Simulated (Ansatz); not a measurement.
## Electronic structure of C₄H₄OSi in real space

The calculation's input:

```
crystal:
  periodic: [false, false, false]
  atoms:
    - { symbol: C, position_ang: [2.0573, 0.7321, -1.2981] }
    - { symbol: C, position_ang: [1.0176, 0.595, -0.6509] }
    - { symbol: C, position_ang: [-0.1759, 0.396, 0.1149] }
    - { symbol: Si, position_ang: [-0.7239, -1.2449, 0.4127] }
    - { symbol: C, position_ang: [-0.754, 1.4026, 0.6308] }
    - { symbol: O, position_ang: [-1.3179, 2.3432, 1.1223] }
    - { symbol: H, position_ang: [1.09925, 1.5275, -1.20936] }
    - { symbol: H, position_ang: [-2.142, -1.3658, -0.1181] }
    - { symbol: H, position_ang: [-0.8201, -1.5596, 1.9085] }
    - { symbol: H, position_ang: [0.0305, -2.2936, -0.2286] }
basis:
  gaussian: { orbitals: def2-SVP }
hamiltonian:
  xc: b3lyp
  dispersion: d4
relax:
  f_tol: 0.02
  max_steps: 50
output:
  orbitals: {}
```

Run with:

```sh
ansatz run input.yaml --threads 2 --pin off --max-ram 3072MiB --backend cpu --events-out ev --progress --plain --runs-dir out
```

The fields are those of the relaxed geometry.

Computed with RKS B3LYP-D4/def2-SVP (Ansatz 0.2.0).

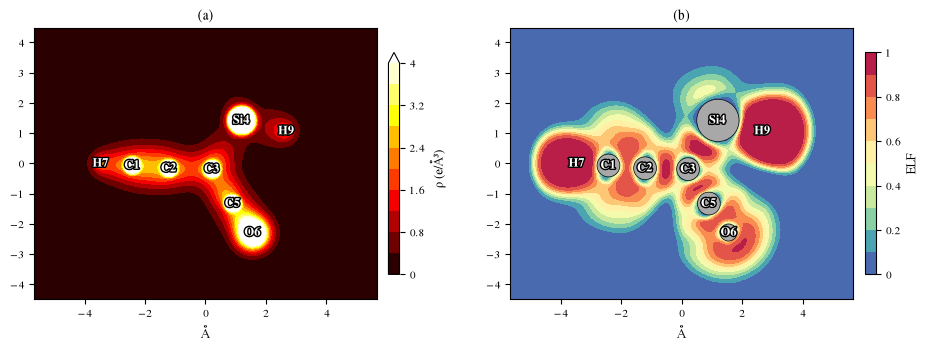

Figure 1. (a) total electron density; (b) ELF on the plane of atoms C2, C3 and C5. Grey discs cover the atomic cores in the ELF map.

Q: Interpret the plot.

A:
- The section cuts through C, Si, O and H sites.
- C–O (1.16 Å): ρ at the midpoint is about 3.7 e/Å³; the ELF peaks at about 0.85 between the atoms (a short, multiple covalent bond).
- C–C (1.21 Å): ρ is about 2.6 e/Å³ halfway; the ELF peaks at about 0.85 between the atoms (a short, multiple covalent bond).
- C–Si (1.89 Å): ρ at the midpoint is about 0.87 e/Å³; the ELF peaks at about 0.95 between the atoms (localised, covalent bonding).
- C–H (1.07 Å): ρ is about 2 e/Å³ halfway; the ELF climbs to about 1 towards the hydrogen, as it does in any bond to H: a covalent bond by its length.
- C–C (1.33 Å): the density is about 2.2 e/Å³ at the midpoint; the ELF peaks at about 0.90 between the atoms: a multiple bond.
- The ELF also peaks beside O6, away from the bonds: lone-pair regions.

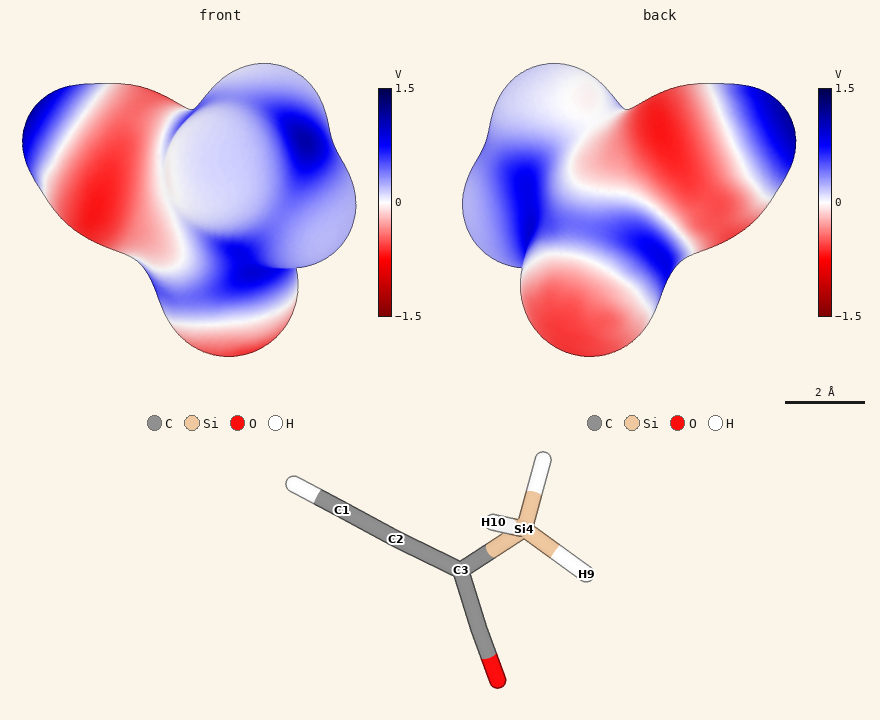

Figure 2. The molecular electrostatic potential painted on the density surface at 0.001 e/bohr³, seen from the front and from behind; red is negative and blue positive. The bare structure is drawn below in the same view.

Q: Where is the surface potential most negative and most positive?

A: The most negative region (about −0.7 V) lies over C1 and C2, the most positive (about +1.1 V) over Si4 and H7.

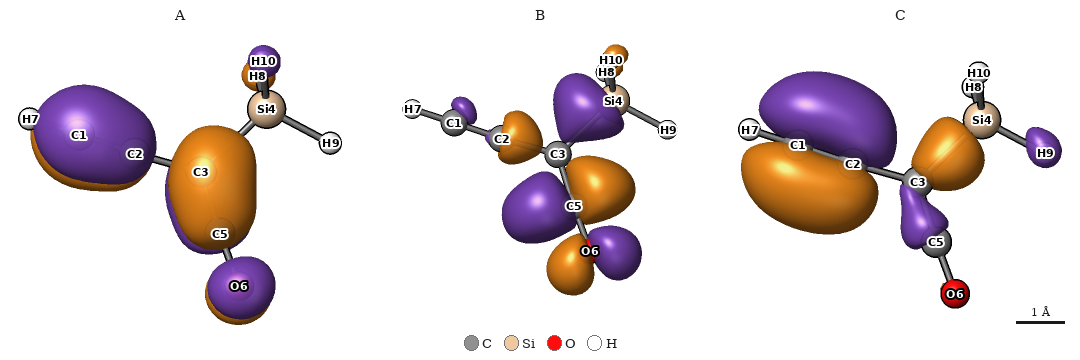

Figure 3. Three frontier orbitals at ±0.1 Å⁻³ᐟ² (orange and purple are the two phases), in no order.

Q: Which picture is the HOMO−1, the HOMO and the LUMO?

A: C is the HOMO−1 (−7.70 eV). By Hirshfeld shares it lies mainly on C1 (about 45 %), C2 (about 40 %) and C3 (about 5 %); π-bonding across C1–C2. A is the HOMO (−6.44 eV). By Hirshfeld shares it lies mainly on C1 (about 30 %), C3 (about 25 %), C2 (about 15 %), C5 (about 15 %) and O6 (about 15 %). B is the LUMO (−1.56 eV). By Hirshfeld shares it lies mainly on C5 (about 40 %), O6 (about 25 %), C3 (about 10 %) and Si4 (about 10 %); π-antibonding (π*) across C5–O6.

Q: What is the HOMO–LUMO gap?

A: 4.88 eV between the orbital energies.
